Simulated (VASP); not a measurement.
Band structure of SiMo (relaxed from the rocksalt structure, space group Fm-3m). Calculation: LDA (Ceperley-Alder, Perdew-Zunger), VASP's LDA PAW potentials (set 64) (plane waves; VASP).

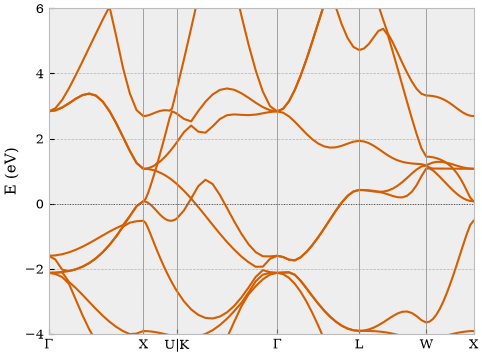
Bands along high-symmetry lines, zero at the valence-band maximum or, without a gap, the Fermi level

Q: Read the plot: is there a gap, and where are the band edges?

A: It has no gap at this level: it comes out as a metal or semimetal. (Edges off the drawn lines would not show.)

The structure was generated: SiMo was put into the rocksalt type (Fm-3m), which need not be its known phase. It was relaxed first, which changed the volume by -25 %.
